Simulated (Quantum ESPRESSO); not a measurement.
# LaCrAsO: non-collinear starts

Wanted: energies and final angles of several spin textures of LaCrAsO

Program: Quantum ESPRESSO 7.5. Level of theory: LDA; plane waves with GBRV 1.5 LDA potentials, no spin-orbit coupling. Results are calculated unless marked as measured.

## 1. Starting point

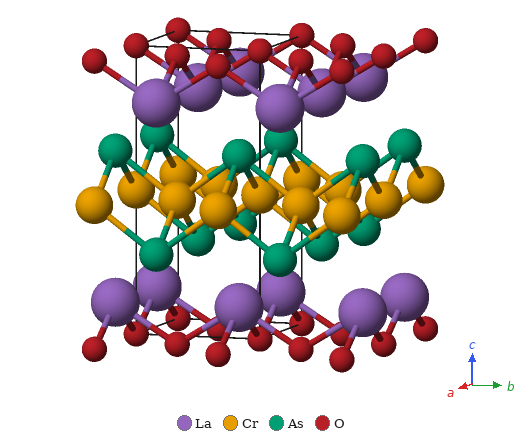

Start, viewed slightly off an axis; lanthanum purple, chromium orange, arsenic teal, oxygen red. 2×2×1 cells are drawn. Some periodic images of atoms are drawn too.

The cell comes from the Crystallography Open Database.

## 2. Start 1: collinear parallel

pw.in reads:

```
&CONTROL
  calculation = 'scf'
  prefix = 'pwscf'
  outdir = './tmp'
  pseudo_dir = './pseudo'
  disk_io = 'nowf'
/
&SYSTEM
  ibrav = 0
  nat = 8
  ntyp = 4
  ecutwfc = 34
  ecutrho = 238
  nbnd = 96
  occupations = 'smearing'
  smearing = 'fd'
  degauss = 0.00734986
  noncolin = .true.
  starting_magnetization(1) = 0
  starting_magnetization(2) = 0.1786
  angle1(2) = 0
  angle2(2) = 0
  starting_magnetization(3) = 0
  starting_magnetization(4) = 0
/
&ELECTRONS
  conv_thr = 1.6d-08
  electron_maxstep = 150
  mixing_beta = 0.3
/
ATOMIC_SPECIES
La    138.9055 la_lda_v1.uspp.F.UPF
Cr     51.9961 cr_lda_v1.5.uspp.F.UPF
As     74.9216 as_lda_v1.uspp.F.UPF
O      15.9990 o_lda_v1.2.uspp.F.UPF
CELL_PARAMETERS bohr
   7.6367612148    0.0000000000    0.0000000000
   0.0000000000    7.6367612148    0.0000000000
   0.0000000000    0.0000000000   16.9816458737
ATOMIC_POSITIONS crystal
La      0.5000000000    0.0000000000    0.1365000000
La      0.0000000000    0.5000000000    0.8635000000
Cr      0.0000000000    0.0000000000    0.5000000000
Cr      0.5000000000    0.5000000000    0.5000000000
As      0.5000000000    0.0000000000    0.6625000000
As      0.0000000000    0.5000000000    0.3375000000
O       0.0000000000    0.0000000000    0.0000000000
O       0.5000000000    0.5000000000    0.0000000000
K_POINTS automatic
4 4 2 0 0 0
```

Command:

```
$ OMP_NUM_THREADS=1 mpirun -n 4 pw.x -nk 4 -in pw.in > pw.out
```

What it wrote:

```text
Program PWSCF v.7.5 starts

     Message from routine setup:
     using ibrav=0 with symmetry is DISCOURAGED, use correct ibrav instead

     K-points division:     npool     =       4
     Subspace diagonalization in iterative solution of the eigenvalue problem:

     bravais-lattice index     =            0
     lattice parameter (alat)  =       7.6368  a.u.
     unit-cell volume          =     990.3717 (a.u.)^3
     number of atoms/cell      =            8
     number of atomic types    =            4
     number of electrons       =        72.00
     number of Kohn-Sham states=           96
     kinetic-energy cutoff     =      34.0000  Ry
     charge density cutoff     =     238.0000  Ry
     scf convergence threshold =      1.6E-08
     mixing beta               =       0.3000
     number of iterations used =            8  plain     mixing
     Exchange-correlation= SLA  PZ   NOGX NOGC
                           (   1   1   0   0   0   0   0)
     Noncollinear calculation without spin-orbit

     celldm(1)=   7.636761  celldm(2)=   0.000000  celldm(3)=   0.000000
     celldm(4)=   0.000000  celldm(5)=   0.000000  celldm(6)=   0.000000

     crystal axes: (cart. coord. in units of alat)
               a(1) = (   1.000000   0.000000   0.000000 )
               a(2) = (   0.000000   1.000000   0.000000 )
               a(3) = (   0.000000   0.000000   2.223671 )

     reciprocal axes: (cart. coord. in units 2 pi/alat)
               b(1) = (  1.000000  0.000000  0.000000 )
               b(2) = (  0.000000  1.000000  0.000000 )
               b(3) = (  0.000000  0.000000  0.449707 )

     PseudoPot. # 1 for La read from file:
     la_lda_v1.uspp.F.UPF
     Pseudo is Ultrasoft + core correction, Zval = 11.0

     PseudoPot. # 2 for Cr read from file:
     cr_lda_v1.5.uspp.F.UPF
     Pseudo is Ultrasoft + core correction, Zval = 14.0

     PseudoPot. # 3 for As read from file:
     as_lda_v1.uspp.F.UPF
     Pseudo is Ultrasoft + core correction, Zval =  5.0

     PseudoPot. # 4 for O  read from file:
     o_lda_v1.2.uspp.F.UPF
     Pseudo is Ultrasoft + core correction, Zval =  6.0

     atomic species   valence    mass     pseudopotential
     La               11.00   138.90550     La( 1.00)
     Cr               14.00    51.99610     Cr( 1.00)
     As                5.00    74.92160     As( 1.00)
     O                 6.00    15.99900     O ( 1.00)

     16 Sym. Ops., with inversion, found ( 8 have fractional translation)

   Cartesian axes

     site n.     atom                  positions (alat units)
         1        La     tau(   1) = (   0.5000000   0.0000000   0.3035311  )
         2        La     tau(   2) = (   0.0000000   0.5000000   1.9201401  )
         3        Cr     tau(   3) = (   0.0000000   0.0000000   1.1118356  )
         4        Cr     tau(   4) = (   0.5000000   0.5000000   1.1118356  )
         5        As     tau(   5) = (   0.5000000   0.0000000   1.4731822  )
         6        As     tau(   6) = (   0.0000000   0.5000000   0.7504890  )
         7        O      tau(   7) = (   0.0000000   0.0000000   0.0000000  )
         8        O      tau(   8) = (   0.5000000   0.5000000   0.0000000  )

     number of k points=    12  Fermi-Dirac smearing, width (Ry)=  0.0073
                       cart. coord. in units 2pi/alat
        k(    1) = (   0.0000000   0.0000000   0.0000000), wk =   0.0312500
        k(    2) = (   0.0000000   0.0000000  -0.2248534), wk =   0.0312500
        k(    3) = (   0.0000000   0.2500000   0.0000000), wk =   0.1250000
        k(    4) = (   0.0000000   0.2500000  -0.2248534), wk =   0.1250000
        k(    5) = (   0.0000000  -0.5000000   0.0000000), wk =   0.0625000
        [... 7 further k-points ...]

     Dense  grid:    61495 G-vectors     FFT dimensions: (  40,  40,  90)

     Smooth grid:    26495 G-vectors     FFT dimensions: (  30,  30,  64)

     Check: negative core charge=   -0.000004
     Generating pointlists ...
     new r_m :   0.2413 (alat units)  1.8426 (a.u.) for type    1
     new r_m :   0.2545 (alat units)  1.9434 (a.u.) for type    2
     new r_m :   0.2545 (alat units)  1.9434 (a.u.) for type    3
     new r_m :   0.2413 (alat units)  1.8426 (a.u.) for type    4

     Initial potential from superposition of free atoms

     starting charge      69.9423, renormalised to      72.0000

     negative rho (up, down):  1.740E-01 0.000E+00

 ==============================================================================
     atom number    1 relative position :    0.5000   0.0000   0.3035
     charge :     6.354554  (integrated on a sphere of radius 0.241)
     magnetization :          0.000000    0.000000    0.000280
     magnetization/charge:    0.000000    0.000000    0.000044
     polar coord.: r, theta, phi [deg] :     0.000280    0.000000  360.000000

 ==============================================================================

 ==============================================================================
     atom number    2 relative position :    0.0000   0.5000   1.9201
     charge :     6.354554  (integrated on a sphere of radius 0.241)
     magnetization :          0.000000    0.000000    0.000280
[...]
total energy              =    -663.26643263 Ry
     estimated scf accuracy    <      79.57746546 Ry

     total magnetization       =    -0.00     0.00     1.62 Bohr mag/cell
     absolute magnetization    =     1.96 Bohr mag/cell

     iteration #  2     ecut=    34.00 Ry     beta= 0.30
     Davidson diagonalization with overlap
     ethr =  1.00E-02,  avg # of iterations = 10.2

     negative rho (up, down):  1.080E-03 0.000E+00

     total energy              =    -667.74068829 Ry
     estimated scf accuracy    <     599.04735819 Ry

     total magnetization       =     0.00     0.00     5.15 Bohr mag/cell
     absolute magnetization    =     5.58 Bohr mag/cell

     [... further iterations left out ...]

     iteration # 27     ecut=    34.00 Ry     beta= 0.30
     Davidson diagonalization with overlap
     ethr =  4.94E-10,  avg # of iterations =  3.1

     negative rho (up, down):  1.249E-01 0.000E+00

     total energy              =    -700.30923568 Ry
     estimated scf accuracy    <       0.00000006 Ry

     total magnetization       =     0.00     0.00     4.19 Bohr mag/cell
     absolute magnetization    =     4.67 Bohr mag/cell

     iteration # 28     ecut=    34.00 Ry     beta= 0.30
     Davidson diagonalization with overlap
     ethr =  8.21E-11,  avg # of iterations =  4.2

     negative rho (up, down):  1.249E-01 0.000E+00

 ==============================================================================
     atom number    1 relative position :    0.5000   0.0000   0.3035
     charge :     6.165150  (integrated on a sphere of radius 0.241)
     magnetization :          0.000000    0.000000   -0.004602
     magnetization/charge:    0.000000    0.000000   -0.000746
     polar coord.: r, theta, phi [deg] :     0.004602  180.000000  360.000000

 ==============================================================================

 ==============================================================================
     atom number    2 relative position :    0.0000   0.5000   1.9201
     charge :     6.165150  (integrated on a sphere of radius 0.241)
     magnetization :         -0.000000    0.000000   -0.004602
     magnetization/charge:   -0.000000    0.000000   -0.000746
     polar coord.: r, theta, phi [deg] :     0.004602  180.000000  360.000000

 ==============================================================================

 ==============================================================================
     atom number    3 relative position :    0.0000   0.0000   1.1118
     charge :    12.134471  (integrated on a sphere of radius 0.254)
     magnetization :         -0.000000   -0.000000    1.956498
     magnetization/charge:   -0.000000   -0.000000    0.161235
     polar coord.: r, theta, phi [deg] :     1.956498    0.000000  360.000000

 ==============================================================================

 ==============================================================================
     atom number    4 relative position :    0.5000   0.5000   1.1118
     charge :    12.134471  (integrated on a sphere of radius 0.254)
     magnetization :          0.000000    0.000000    1.956498
     magnetization/charge:    0.000000    0.000000    0.161235
     polar coord.: r, theta, phi [deg] :     1.956498    0.000000  360.000000

 ==============================================================================

 ==============================================================================
     atom number    5 relative position :    0.5000   0.0000   1.4732
     charge :     2.877299  (integrated on a sphere of radius 0.254)
     magnetization :          0.000000   -0.000000   -0.061197
     magnetization/charge:    0.000000   -0.000000   -0.021269
     polar coord.: r, theta, phi [deg] :     0.061197  180.000000  360.000000

 ==============================================================================

 ==============================================================================
     atom number    6 relative position :    0.0000   0.5000   0.7505
     charge :     2.877299  (integrated on a sphere of radius 0.254)
     magnetization :         -0.000000    0.000000   -0.061197
     magnetization/charge:   -0.000000    0.000000   -0.021269
     polar coord.: r, theta, phi [deg] :     0.061197  180.000000  360.000000

 ==============================================================================

 ==============================================================================
     atom number    7 relative position :    0.0000   0.0000   0.0000
     charge :     6.250425  (integrated on a sphere of radius 0.241)
     magnetization :          0.000000    0.000000   -0.000726
     magnetization/charge:    0.000000    0.000000   -0.000116
     polar coord.: r, theta, phi [deg] :     0.000726  180.000000  360.000000

 ==============================================================================

 ==============================================================================
     atom number    8 relative position :    0.5000   0.5000   0.0000
     charge :     6.250425  (integrated on a sphere of radius 0.241)
     magnetization :         -0.000000    0.000000   -0.000726
     magnetization/charge:   -0.000000    0.000000   -0.000116
     polar coord.: r, theta, phi [deg] :     0.000726  180.000000  360.000000

 ==============================================================================

     End of self-consistent calculation

     [... lines left out ...]
     the Fermi energy is    11.3352 ev

!    total energy              =    -700.30923571 Ry
     estimated scf accuracy    <       0.00000001 Ry
     smearing contrib. (-TS)   =      -0.01056124 Ry
     internal energy E=F+TS    =    -700.29867447 Ry

     The total energy is F=E-TS. E is the sum of the following terms:
     one-electron contribution =    -268.82435976 Ry
     hartree contribution      =     169.52386347 Ry
     xc contribution           =    -219.14721992 Ry
     ewald contribution        =    -381.85095826 Ry

     total magnetization       =     0.00     0.00     4.19 Bohr mag/cell
     absolute magnetization    =     4.67 Bohr mag/cell

     convergence has been achieved in  28 iterations

=------------------------------------------------------------------------------=
   JOB DONE.
=------------------------------------------------------------------------------=
```

It took 2.5 min on 4 MPI ranks of Arm Neoverse V2, shared host; peak memory 1.3 GiB; 10 min of CPU time.

Spin moment in the atom's sphere by atom:

| atom | x (μB) | y (μB) | z (μB) | size |
| --- | --- | --- | --- | --- |
| La1 | 0.00 | 0.00 | 0.00 | 0.00 |
| La2 | 0.00 | 0.00 | 0.00 | 0.00 |
| Cr3 | 0.00 | 0.00 | 1.96 | 1.96 |
| Cr4 | 0.00 | 0.00 | 1.96 | 1.96 |
| As5 | 0.00 | 0.00 | -0.06 | 0.06 |
| As6 | 0.00 | 0.00 | -0.06 | 0.06 |
| O7 | 0.00 | 0.00 | 0.00 | 0.00 |
| O8 | 0.00 | 0.00 | 0.00 | 0.00 |

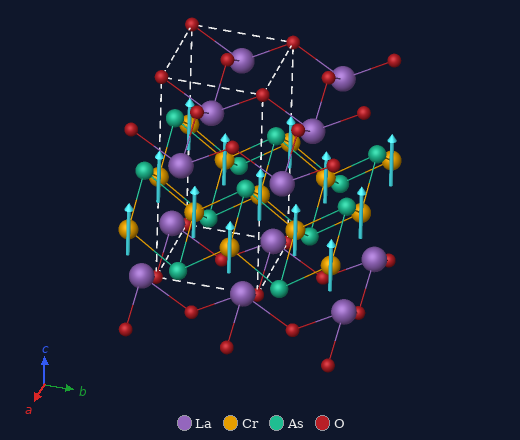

Spin moment in the atom's sphere as arrows, the longest 1.96 μB. 2×2×1 cells are drawn. Some periodic images of atoms are drawn too.

This step gave:

- smearing term TS: 0.1437 eV
- magnetization: 0, 0, 4.191 μB
- absolute magnetization: 4.67 μB
- final state: ferromagnetic

## 3. Start 2: two sublattices 90 degrees apart

Changes to pw.in since step 2:

```diff
@@ -10,3 +10,3 @@
   nat = 8
-  ntyp = 4
+  ntyp = 5
   ecutwfc = 34
@@ -20,6 +20,9 @@
   starting_magnetization(2) = 0.1786
-  angle1(2) = 0
+  angle1(2) = 90
   angle2(2) = 0
-  starting_magnetization(3) = 0
+  starting_magnetization(3) = 0.1786
+  angle1(3) = 90
+  angle2(3) = 90
   starting_magnetization(4) = 0
+  starting_magnetization(5) = 0
 /
@@ -32,3 +35,4 @@
 La    138.9055 la_lda_v1.uspp.F.UPF
-Cr     51.9961 cr_lda_v1.5.uspp.F.UPF
+Cr1    51.9961 cr_lda_v1.5.uspp.F.UPF
+Cr2    51.9961 cr_lda_v1.5.uspp.F.UPF
 As     74.9216 as_lda_v1.uspp.F.UPF
@@ -42,4 +46,4 @@
 La      0.0000000000    0.5000000000    0.8635000000
-Cr      0.0000000000    0.0000000000    0.5000000000
-Cr      0.5000000000    0.5000000000    0.5000000000
+Cr1     0.0000000000    0.0000000000    0.5000000000
+Cr2     0.5000000000    0.5000000000    0.5000000000
 As      0.5000000000    0.0000000000    0.6625000000
```

What it wrote:

```text
     [... lines left out ...]
Program PWSCF v.7.5 starts
     [... lines left out ...]
     number of atoms/cell      =            8
     [... lines left out ...]
     number of electrons       =        72.00
     number of Kohn-Sham states=           96
     kinetic-energy cutoff     =      34.0000  Ry
     charge density cutoff     =     238.0000  Ry
     scf convergence threshold =      1.6E-08
     [... lines left out ...]
     Noncollinear calculation without spin-orbit
     [... lines left out ...]
      2 Sym. Ops. (no inversion) found
     [... lines left out ...]
     number of k points=    32  Fermi-Dirac smearing, width (Ry)=  0.0073
     [... lines left out ...]
     iteration # 35     ecut=    34.00 Ry     beta= 0.30
     [... lines left out ...]
     atom number    1 relative position :    0.5000   0.0000   0.3035
     [... lines left out ...]
     magnetization :         -0.000001    0.000002   -0.000000
     [... lines left out ...]
     atom number    2 relative position :    0.0000   0.5000   1.9201
[...]
magnetization :         -0.000001    0.000002   -0.000000
[...]
atom number    3 relative position :    0.0000   0.0000   1.1118
[...]
magnetization :          1.532991   -1.519465    0.000000
[...]
atom number    4 relative position :    0.5000   0.5000   1.1118
[...]
magnetization :         -1.533157    1.518817   -0.000000
     [... lines left out ...]
     atom number    5 relative position :    0.5000   0.0000   1.4732
     [... lines left out ...]
     magnetization :          0.000004    0.000021   -0.000000
     [... lines left out ...]
     atom number    6 relative position :    0.0000   0.5000   0.7505
     [... lines left out ...]
     magnetization :          0.000004    0.000021    0.000000
     [... lines left out ...]
     atom number    7 relative position :    0.0000   0.0000   0.0000
     [... lines left out ...]
     magnetization :         -0.005869    0.005816    0.000000
     [... lines left out ...]
     atom number    8 relative position :    0.5000   0.5000   0.0000
     [... lines left out ...]
     magnetization :          0.005870   -0.005813    0.000000
     [... lines left out ...]
     the Fermi energy is    11.1755 ev
!    total energy              =    -700.32443927 Ry
     estimated scf accuracy    <          5.4E-09 Ry
     smearing contrib. (-TS)   =      -0.00924417 Ry
     [... lines left out ...]
     total magnetization       =    -0.00    -0.00     0.00 Bohr mag/cell
     absolute magnetization    =     5.12 Bohr mag/cell
     convergence has been achieved in  35 iterations
```

Wall time 7.6 min (4 MPI ranks); peak memory 1.4 GiB; 31 min of CPU time.

Spin moment in the atom's sphere by atom:

| atom | x (μB) | y (μB) | z (μB) | size |
| --- | --- | --- | --- | --- |
| La1 | 0.00 | 0.00 | 0.00 | 0.00 |
| La2 | 0.00 | 0.00 | 0.00 | 0.00 |
| Cr3 | 1.53 | -1.52 | 0.00 | 2.16 |
| Cr4 | -1.53 | 1.52 | 0.00 | 2.16 |
| As5 | 0.00 | 0.00 | 0.00 | 0.00 |
| As6 | 0.00 | 0.00 | 0.00 | 0.00 |
| O7 | -0.01 | 0.01 | 0.00 | 0.01 |
| O8 | 0.01 | -0.01 | 0.00 | 0.01 |

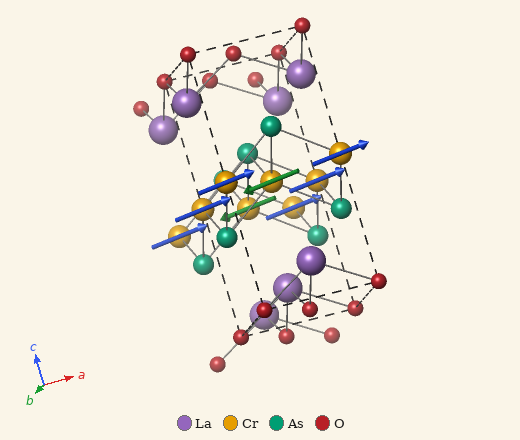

Spin moment in the atom's sphere as arrows, the longest 2.16 μB. The two directions have two colours. 1×2×1 cells are drawn. Some periodic images of atoms are drawn too.

This step gave:

- smearing term TS: 0.1258 eV
- magnetization: 0, -0.001, 0 μB
- absolute magnetization: 5.122 μB
- final state: antiferromagnetic

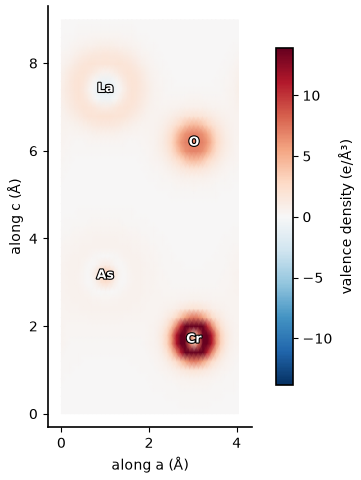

Valence density in the ac plane at fractional y = 0.000, with atoms of La and Cr and As and O within 0.2 Å of it. It is the smooth field of the valence electrons, not physical close to the nuclei. The map starts off the cell's origin, so that atoms lie inside it.

[end of part 1 of 2]

[Logs and program files are shortened in this print: banners, set-up blocks, solver, clock and traceback lines can be left out without a mark of their own.]

[Logs are printed without paths, hosts, clocks, repeated set-up lines and the standing remarks that a program may print on its own settings, such as how far it seeks lower states.]

[Hosts, paths, dates, database ids (printed as entryN), source tags and the programs' standing remarks are cut or masked in the printed files.]

[Where a cell is said to come from a database of computed structures, the database is the Materials Project.]
